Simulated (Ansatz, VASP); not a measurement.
# ScF3 in two plane-wave programs

One calculation is typed for both programs; each brings its own data sets. How far apart do they land? Valence electrons are named where the data sets of a main pair hold unlike numbers.

Method: plane waves, with VASP 6.6.1 beside it; single point at LDA and band structure at LDA, in Ansatz 0.2.0.

## Step 1: Starting point

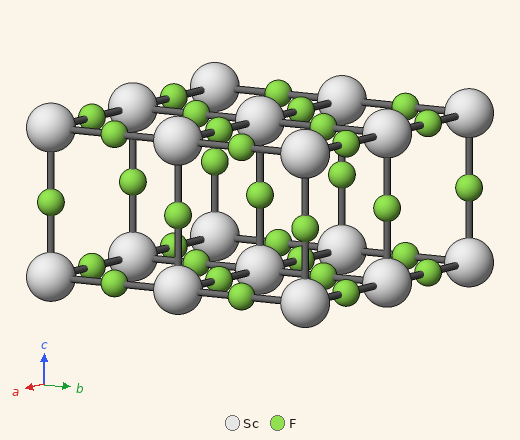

Start, viewed from a free direction; scandium white, fluorine green. 2×2×1 cells are drawn. Some periodic images of atoms are drawn too.

## Step 2: Ansatz: single point, LDA

Ansatz runs on its default PAW (the set named soft_2) files.

A single point gives forces, pressure and levels at one fixed geometry, so differences don't come from the geometry; what else differs is listed under the comparison.

The input, input.yaml:

```yaml
crystal:
  lattice:
    - [4.01245, 0.0, 0.0]
    - [0.0, 4.01245, 0.0]
    - [0.0, 0.0, 4.01245]
  atoms:
    - { symbol: Sc, position: [0.0, 0.0, 0.0] }
    - { symbol: F, position: [0.5, 0.0, 0.0] }
    - { symbol: F, position: [0.0, 0.5, 0.0] }
    - { symbol: F, position: [0.0, 0.0, 0.5] }
hamiltonian:
  xc: lda
  pseudopotentials: { kind: paw }
kpoints:
  mp_grid: { grid: [6, 6, 6] }
scf:
  occupations: { method: fermi_dirac, width: 0.05 }
  n_extra_bands: 5
output:
  forces: true
  stress: true
  eigenvalues: true
```

Run with:

```console
ansatz run input.yaml --threads 2 --pin off --max-ram 4608MiB --backend cpu --events-out ev --progress --plain --runs-dir out
```

Numbers of over 12 decimals in the logs are rounded to 6 here.

The log of the run:

```text
scf.n_extra_bands = 5 over 16 filled bands (N_el = 32.0): the run solves 21 bands
Engine: ansatz 0.2.0, aarch64-unknown-linux-gnu
Pseudopotentials: kind: paw
Pseudopotential: Sc, paw, valence charge 11, recommended cutoff 420 eV (normal), Sc.paw.azcp
Pseudopotential: F, paw, valence charge 7, recommended cutoff 420 eV (normal), F.paw.azcp
Functional definition: SPW92
  exchange = slater_x
  correlation = pw_c
Crystal: 4 atoms, lattice volume = 64.599 Å³
Basis set: ecut = 420 eV, 1237 PW (Γ)
Bands: 21, of which v1, the nominal top of the filled ones, is band 16 counted from 1 (15 counted from 0)
Symmetry: 48 space group operations
Space group: Pm-3m (ITA 221), of the structure as read, at distance tolerance 4.0e-5 Å
k-points: 20 of 216
Non-local potential: Sc, projectors of the file, l = 0: 3, l = 1: 2, l = 2: 3, l = 3: 1
Non-local potential: F, projectors of the file, l = 0: 2, l = 1: 2, l = 2: 1
PAW form: soft (Blöchl's): semilocal exchange-correlation on the pseudo side does not see the compensation charge
PAW frozen core: Sc, regenerated for the run's functional, and the local potential with it (the file was generated under x = pbe(κ = 0.804, μ = 0.219515), c = pbe(β = 0.066725))
PAW frozen core: F, regenerated for the run's functional, and the local potential with it (the file was generated under x = pbe(κ = 0.804, μ = 0.219515), c = pbe(β = 0.066725))
PAW one-centre angular grid: Sc, 590 points (default); XC on 64 Gauss nodes
PAW one-centre angular grid: F, 110 points (default); XC on 64 Gauss nodes
Initial density: superposition of atomic densities (neutral atoms: chi_scale 0, normalization atom), corrected by the library's trained network
Initial wavefunctions: pseudopotential atomic-orbital guess
Functional: x = slater, c = lda
SCF iter   1: F=—  HF=-4477.827559 eV  |F-HF|=—  |Δ(HF+E_count)|=         —  Δρ=1.81e-2  dr2=1.53e-1  ethr=1.77e-3  ⟨swp⟩=5.7  Hψ=1820  notcnv=0
preconditioner: auto → Resta (q_TF=auto, 2.427 Å⁻¹)  ε∞=3.1  [insulator: Δε(μ)=5.911 eV  Ē_g=17.346 eV  σ=0.050 eV  W_gap=1.00  n_scr=18 (ndim 8)  ℏωp=25.3 eV  f_vac=0.292  D(μ)=0.00/eV (n_scr^D=0)  ε∞_Penn≈3.1]
SCF iter   2: F=—  HF=-4477.788892 eV  |F-HF|=—  |Δ(HF+E_count)|=   3.87e-2  Δρ=6.02e-3  dr2=9.47e-3  ethr=4.77e-4  ⟨swp⟩=2.2  Hψ=845  notcnv=0  defer=20
SCF iter   3: F=—  HF=-4477.786102 eV  |F-HF|=—  |Δ(HF+E_count)|=   2.79e-3  Δρ=1.90e-3  dr2=1.31e-3  ethr=2.96e-5  ⟨swp⟩=2.0  Hψ=663  notcnv=0  defer=20
SCF iter   4: F=—  HF=-4477.785710 eV  |F-HF|=—  |Δ(HF+E_count)|=   3.92e-4  Δρ=3.08e-4  dr2=4.73e-5  ethr=4.11e-6  ⟨swp⟩=2.7  Hψ=687  notcnv=0  defer=20
SCF iter   5: F=—  HF=-4477.785705 eV  |F-HF|=—  |Δ(HF+E_count)|=   5.70e-6  Δρ=3.91e-5  dr2=1.26e-6  ethr=1.48e-7  ⟨swp⟩=2.0  Hψ=594  notcnv=0  defer=20
SCF iter   6: F=—  HF=-4477.785706 eV  |F-HF|=—  |Δ(HF+E_count)|=   1.53e-6  Δρ=1.24e-5  dr2=1.31e-7  ethr=3.13e-10  ⟨swp⟩=8.1  Hψ=1815  notcnv=0
SCF iter   7: F=-4477.785706 eV  HF=-4477.785706 eV  |F-HF|=1.74e-8  |Δ(HF+E_count)|=   1.29e-7  Δρ=2.73e-6  dr2=5.89e-9  ethr=3.13e-10  ⟨swp⟩=4.9  Hψ=1607  notcnv=0
SCF 1 converged in 7 iterations: F = -4477.785706 eV  dr2 = 5.89e-9
  greatest PAW one-centre occupation: 0.998 electrons in one spin orbital (limit 2), on the Sc atom at site 0 (counted from 0), in its partial waves of l = 0
SCF converged after 7 iterations
Free energy (F): -4477.785706 eV
Harris-Foulkes:  -4477.785706 eV  (|F-HF|=1.74e-8)
Internal energy: -4477.785706 eV  (E = F + TS)
E sigma→0 (E₀):  -4477.785706 eV
Fermi energy:    2.512457 eV
--- Per-component energies (eV) ---
  E_band       = -397.294222
  E_kinetic    = 876.686363
  E_local      = -3371.817077  (includes V_loc(G=0)·N_el)
  E_nonlocal   = 307.373184
  E_hartree    = 1268.733701
  E_xc         = -337.561703
  E_vxc        = -432.051410  (∫ρ·V_xc dr)
  E_paw        = -1470.585050  (= ΣΔE_a)
  E_vpaw       = -314.961648  (= ΣTr[D̂ρ^β])
  E_aug_tail   = 0.006134  (compensation charges beyond the density's cutoff)
  E_ewald      = -1751.265938
  E_core_change = 0.644678  (= ΣΔE_core)
  E_smearing   = -0.000000  (= −TS)
  E_closure    = -0.000000  (closes the sum)
  Σ components = -4477.785706   (vs F -4477.785706, Δ=0.00e0)
--- Forces (eV/Å), atoms counted from 1 ---
  atom   1  Sc    -0.00000000     0.00000000     0.00000000
  atom   2  F     -0.00000000    -0.00000000    -0.00000000
  atom   3  F      0.00000000    -0.00000000    -0.00000000
  atom   4  F      0.00000000     0.00000000    -0.00000000
  max |Σ_I F_I| component: 2.37e-29 eV/Å
--- Stress (GPa, compression-positive) ---
       -2.971853       0.000000       0.000000
        0.000000      -2.971853       0.000000
       -0.000000       0.000000      -2.971853
  P = ⅓ Tr σ = -2.9719 GPa (-29.719 kbar)
--- Band table (eV; the first three rows and the last of 20) ---
  k-point 0: bands = [... 12 lower, -1.1987, -1.1499, -1.1499, -1.1499, 5.6017, 5.6017, 5.6017, 7.0283, ... 1 higher]
  k-point 1: bands = [... 12 lower, -1.3188, -1.2313, -1.1641, -1.1641, 5.6119, 5.8319, 5.8319, 7.3649, ... 1 higher]
  k-point 2: bands = [... 12 lower, -1.6032, -1.2929, -1.1612, -1.1612, 5.6324, 6.2896, 6.2896, 7.3905, ... 1 higher]
  k-point 19: bands = [... 12 lower, -2.9102, -0.6124, -0.6124, -0.6124, 7.2489, 7.2489, 7.2489, 10.1823, ... 1 higher]
```

Elapsed: 1.8 s, on 2 threads of Arm Neoverse N1, shared host; peak memory 0.3 GiB.

The run ends at a pressure of -2.97 GPa.

## Step 3: VASP: single point, LDA

The same cell, functional (in two slightly different forms), mesh and smearing now go to VASP, with its own data sets.

Lines of VASP's logs that name or quote its potential files are left out, and so is its time.

The input, INCAR:

```
SYSTEM = ScF3
PREC = Accurate
ENCUT = 520
EDIFF = 1E-06
NELM = 100
ISMEAR = -1
SIGMA = 0.05
LREAL = .FALSE.
ALGO = Normal
GGA = CA
NBANDS = 22
LASPH = .TRUE.
LORBIT = 11
LWAVE = .FALSE.
LCHARG = .FALSE.
KPAR = 4
ISIF = 2
```

The input, POSCAR:

```
ScF3
1.0
    4.0124500000      0.0000000000      0.0000000000
    0.0000000000      4.0124500000      0.0000000000
    0.0000000000      0.0000000000      4.0124500000
Sc F
1 3
Direct
    0.0000000000      0.0000000000      0.0000000000
    0.5000000000      0.0000000000      0.0000000000
    0.0000000000      0.5000000000      0.0000000000
    0.0000000000      0.0000000000      0.5000000000
```

The input, KPOINTS:

```
Automatic mesh
0
Gamma
6 6 6
0 0 0
```

PAW data sets: Sc_sv and F (LDA family, release 64).

Run with:

```console
mpirun -np 4 vasp_std
```

The log of the run:

```text
[banner, memory and clock lines left out]
running    4 mpi-ranks, on    1 nodes
 distrk:  each k-point on    1 cores,    4 groups
 distr:  one band on    1 cores,    1 groups

 POSCAR found type information on POSCAR ScF
 POSCAR found :  2 types and       4 ions
 LDA part: xc-table for (Slater(with rela. corr.)+CA(PZ))
 , standard interpolation
 POSCAR, INCAR and KPOINTS ok, starting setup
 FFT: planning ... GRIDC
 FFT: planning ... GRID_SOFT
 FFT: planning ... GRID
 WAVECAR not read
 entering main loop
       N       E                     dE             d eps       ncg     rms          rms(c)
DAV:   1     0.426695415166E+03    0.42670E+03   -0.15587E+04   888   0.152E+03
DAV:   2     0.775522166449E+01   -0.41894E+03   -0.40072E+03  1184   0.466E+02
DAV:   3    -0.330072921202E+02   -0.40763E+02   -0.40207E+02  1282   0.170E+02
DAV:   4    -0.340437083894E+02   -0.10364E+01   -0.10356E+01  1222   0.256E+01
DAV:   5    -0.340578603259E+02   -0.14152E-01   -0.14145E-01  1108   0.280E+00    0.163E+01
DAV:   6    -0.297057635635E+02    0.43521E+01   -0.15138E+01  1420   0.523E+01    0.727E+00
DAV:   7    -0.296459243579E+02    0.59839E-01   -0.12073E+00  1206   0.784E+00    0.426E+00
DAV:   8    -0.295942017238E+02    0.51723E-01   -0.39880E-01  1334   0.622E+00    0.106E+00
DAV:   9    -0.295804763964E+02    0.13725E-01   -0.37759E-02  1180   0.153E+00    0.339E-01
DAV:  10    -0.295797612743E+02    0.71512E-03   -0.52316E-03  1128   0.107E+00    0.190E-01
DAV:  11    -0.295794603273E+02    0.30095E-03   -0.57145E-03  1330   0.877E-01    0.104E-01
DAV:  12    -0.295793516364E+02    0.10869E-03   -0.10679E-03  1276   0.515E-01    0.404E-02
DAV:  13    -0.295793309047E+02    0.20732E-04   -0.43524E-05  1276   0.100E-01    0.221E-02
DAV:  14    -0.295793221434E+02    0.87612E-05   -0.48083E-05  1318   0.839E-02    0.381E-03
DAV:  15    -0.295793220423E+02    0.10111E-06   -0.91937E-07   624   0.143E-02
   1 F= -.29579322E+02 E0= -.29579322E+02  d E =-.292773E-10
```

From OUTCAR (step 3):

```text
ion  position               nearest neighbor table
   1  0.000  0.000  0.000-   2 2.01   3 2.01   4 2.01   4 2.01   3 2.01   2 2.01
   2  0.500  0.000  0.000-   1 2.01   1 2.01
   3  0.000  0.500  0.000-   1 2.01   1 2.01
   4  0.000  0.000  0.500-   1 2.01   1 2.01

  LATTYP: Found a simple cubic cell.
 ALAT       =     4.0124500000

 Subroutine GETGRP returns: Found 48 space group operations
 (whereof 48 operations were pure point group operations)

The static configuration has the point symmetry O_h .

 Found     20 irreducible k-points:

   k-points           NKPTS =     20   k-points in BZ     NKDIM =     20   number of bands    NBANDS=     22

   dimension x,y,z NGX =    30 NGY =   30 NGZ =   30
   dimension x,y,z NGXF=    60 NGYF=   60 NGZF=   60

   ENCUT  =  520.0 eV  38.22 Ry    6.18 a.u.   7.46  7.46  7.46*2*pi/ulx,y,z

   NELECT =      32.0000    total number of electrons

 k-points in reciprocal lattice and weights: Automatic mesh
   0.00000000  0.00000000  0.00000000       0.005
   0.16666667  0.00000000  0.00000000       0.028
   0.33333333  0.00000000  0.00000000       0.028
   0.50000000  0.00000000  0.00000000       0.014
   0.16666667  0.16666667  0.00000000       0.056
   0.33333333  0.16666667  0.00000000       0.111
   0.50000000  0.16666667  0.00000000       0.056
   0.33333333  0.33333333  0.00000000       0.056
   0.50000000  0.33333333  0.00000000       0.056
[...]
0.50000000  0.50000000  0.33333333       0.028
   0.50000000  0.50000000  0.50000000       0.005

 average (electrostatic) potential at core
       1 -51.1226       2 -79.5765       3 -79.5765       4 -79.5765

 E-fermi :  -2.7081

 k-point     1 :       0.0000    0.0000    0.0000
  band No.  band energies     occupation
    ...
     12      -4.4477      2.00000
     13      -4.4477      2.00000
     14      -4.3922      2.00000
     15      -4.3922      2.00000
     16      -4.3922      2.00000
     17       2.3235      0.00000
     18       2.3235      0.00000
     19       2.3235      0.00000
     20       3.7483      0.00000
     21       4.0917      0.00000
    ...

 k-point     2 :       0.1667    0.0000    0.0000
  band No.  band energies     occupation
    ...
     12      -4.5676      2.00000
     13      -4.5676      2.00000
     14      -4.4799      2.00000
     15      -4.4078      2.00000
     16      -4.4078      2.00000
     17       2.3338      0.00000
     18       2.5557      0.00000
     19       2.5557      0.00000
     20       4.0856      0.00000
     21       4.0991      0.00000
    ...

 k-point     3 :       0.3333    0.0000    0.0000
  band No.  band energies     occupation
    ...
     12      -4.8559      2.00000
     13      -4.8559      2.00000
     14      -4.5432      2.00000
     15      -4.4059      2.00000
     16      -4.4059      2.00000
     17       2.3544      0.00000
     18       3.0164      0.00000
     19       3.0164      0.00000
     20       4.1135      0.00000
     21       4.8239      0.00000
    ...

  Total       -0.9436871     -0.9436871     -0.9436871     -0.0000000      0.0000000      0.0000000
  in kB      -23.4050562    -23.4050562    -23.4050562     -0.0000000      0.0000000      0.0000000
  external PRESSURE =     -23.4050562 kB  Pullay stress =       0.0000000 kB

  energy-cutoff  :      520.00
  volume of cell :       64.60
      direct lattice vectors                 reciprocal lattice vectors
     4.012450000  0.000000000  0.000000000     0.249224289  0.000000000  0.000000000
     0.000000000  4.012450000  0.000000000     0.000000000  0.249224289  0.000000000
     0.000000000  0.000000000  4.012450000     0.000000000  0.000000000  0.249224289

 POSITION                                       TOTAL-FORCE (eV/Angst)
 -----------------------------------------------------------------------------------
      0.00000      0.00000      0.00000         0.000000      0.000000      0.000000
      2.00623      0.00000      0.00000         0.000000      0.000000      0.000000
      0.00000      2.00623      0.00000         0.000000      0.000000      0.000000
      0.00000      0.00000      2.00623         0.000000      0.000000      0.000000
 -----------------------------------------------------------------------------------
    total drift:                                0.000000      0.000000      0.000000

  FREE ENERGIE OF THE ION-ELECTRON SYSTEM (eV)
  ---------------------------------------------------
  free  energy   TOTEN  =       -29.5793220423 eV

  energy  without entropy=      -29.5793220423  energy(sigma->0) =      -29.57932204

 total charge
# of ion       s       p       d       tot
------------------------------------------
    1        2.202   6.273   0.986   9.461
    2        1.728   4.370   0.000   6.098
    3        1.728   4.370   0.000   6.098
    4        1.728   4.370   0.000   6.098
--------------------------------------------------
tot          7.387  19.382   0.986  27.755

[... 3 further parts left out ...]
```

The gap is read on the k-mesh alone, so it is an upper bound where the band edges lie off the mesh. At this level the cell is under a tension of 2.3 GPa, so at these settings it is away from equilibrium.

## Step 4: Side by side

Known differences besides the potentials themselves: the two LDA forms differ slightly; the cutoff is 420 eV in Ansatz and 520 eV in VASP; VASP's log shows a relativistic correction to its local exchange, Ansatz's none. Total energies have different zeros and are not compared.

Compared:

```csv
quantity,Ansatz,VASP,difference
pressure (GPa),-2.97,-2.34,-0.63
pressure without Ansatz's Pulay correction (GPa),-3.73,-2.34,-1.39
gap on the k mesh (eV),6.214,6.184,+0.030
```

A gap on the mesh is an upper bound, since the band edges may lie between its points. Ansatz's pressure holds a Pulay correction of 0.76 GPa; VASP's holds none.

## Step 5: What the set-up changes

Further runs change the set-up of one program: Ansatz's method, potentials or start, or VASP's data sets, cutoff or form of LDA. The table gives Ansatz less VASP for each quantity, since a change that brings one quantity closer may part another.

```csv
run,pressure (GPa),gap on the k mesh (eV)
as above,-0.63,0.030
Ansatz's all-electron LAPW method,-0.58,0.026
```

## Step 6: Ansatz: band structure, LDA

The same path points are solved in both programs, so levels can be compared one by one.

The cell is taken from a series of VASP runs on this material, whose earlier steps may have relaxed, scaled or displaced it; both programs get it as it stands.

The input, input.yaml:

```yaml
crystal:
  lattice:
    - [4.01245, 0.0, 0.0]
    - [0.0, 4.01245, 0.0]
    - [0.0, 0.0, 4.01245]
  atoms:
    - { symbol: Sc, position: [-0.006424, -0.005977, 0.021537] }
    - { symbol: F, position: [0.504527, -0.000961, 0.011625] }
    - { symbol: F, position: [0.016704, 0.503116, -0.025665] }
    - { symbol: F, position: [-0.002923, 0.003238, 0.498808] }
hamiltonian:
  xc: lda
  pseudopotentials: { kind: paw }
kpoints:
  mp_grid: { grid: [6, 6, 6] }
  band_path:
    path:
      - [0.0, 0.0, 0.0]
      - [0.0, 0.1, 0.0]
      - [0.0, 0.2, 0.0]
      - [0.0, 0.3, 0.0]
      - [0.0, 0.43333, 0.0]
      - [0.0, 0.5, 0.0]
      - [0.1, 0.5, 0.0]
      - [0.2, 0.5, 0.0]
      - [0.33333, 0.5, 0.0]
      - [0.43333, 0.5, 0.0]
      - [0.5, 0.5, 0.0]
      - [0.36667, 0.36667, 0.0]
      - [0.26667, 0.26667, 0.0]
      - [0.16667, 0.16667, 0.0]
      - [0.06667, 0.06667, 0.0]
      - [0.03333, 0.03333, 0.03333]
      - [0.13333, 0.13333, 0.13333]
      - [0.23333, 0.23333, 0.23333]
      - [0.33333, 0.33333, 0.33333]
      - [0.46667, 0.46667, 0.46667]
      - [0.5, 0.5, 0.5]
      - [0.46667, 0.5, 0.46667]
      - [0.36667, 0.5, 0.36667]
      - [0.23333, 0.5, 0.23333]
      - [0.13333, 0.5, 0.13333]
      - [0.03333, 0.5, 0.03333]
      - [0.5, 0.5, 0.03333]
      - [0.5, 0.5, 0.16667]
      - [0.5, 0.5, 0.26667]
      - [0.5, 0.5, 0.36667]
      - [0.5, 0.5, 0.5]
    npoints: 1
scf:
  occupations: { method: fermi_dirac, width: 0.05 }
  n_extra_bands: 8
output:
  forces: true
  stress: true
  eigenvalues: true
  write_density: true
  write_potential: true
  elf: true
  volumetric_format: npy
```

Run with:

```console
ansatz run input.yaml --threads 2 --pin off --max-ram 4608MiB --backend cpu --events-out ev --progress --plain --runs-dir out
```

The log of the run:

```text
[...]
Crystal: 4 atoms, lattice volume = 64.599 Å³
Basis set: ecut = 420 eV, 1237 PW (Γ)
Bands: 24, of which v1, the nominal top of the filled ones, is band 16 counted from 1 (15 counted from 0)
Symmetry: 1 space group operations
[...]
k-points: 112 of 216 (time reversal used)
[...]
k-point 0: bands = [... 12 lower, -1.2026, -1.1933, -1.1848, -1.1259, 5.6647, 5.6906, 5.8480, 6.9967, ... 4 higher]
  k-point 1: bands = [... 12 lower, -1.3822, -1.2162, -1.1608, -1.1255, 5.6914, 5.9148, 6.0443, 7.3182, ... 4 higher]
  k-point 2: bands = [... 12 lower, -1.6223, -1.2755, -1.1436, -1.1203, 5.7194, 6.3635, 6.4682, 7.4581, ... 4 higher]
  k-point 111: bands = [... 12 lower, -2.8481, -0.6434, -0.6222, -0.5883, 7.1898, 7.2522, 7.3005, 9.9333, ... 4 higher]
[key lines of the parts left out:]
SCF converged after 7 iterations
Free energy (F): -4477.721577 eV
Fermi energy:    2.559790 eV
P = ⅓ Tr σ = -2.5652 GPa (-25.652 kbar)
```

Run time: 23 s. Hardware: 2 threads; peak memory 0.43 GiB; 40 s of CPU time.

(Continued in part 2 of 2.)

[Lines on the potential files, build, host, timing and source positions are cut from VASP's logs without a mark.]

[Logs are printed without paths, hosts, clocks, repeated set-up lines and the standing remarks that a program may print on its own settings, such as how far it seeks lower states.]

[Hosts, paths, dates, database ids (printed as entryN), source tags and the programs' standing remarks are cut or masked in the printed files.]
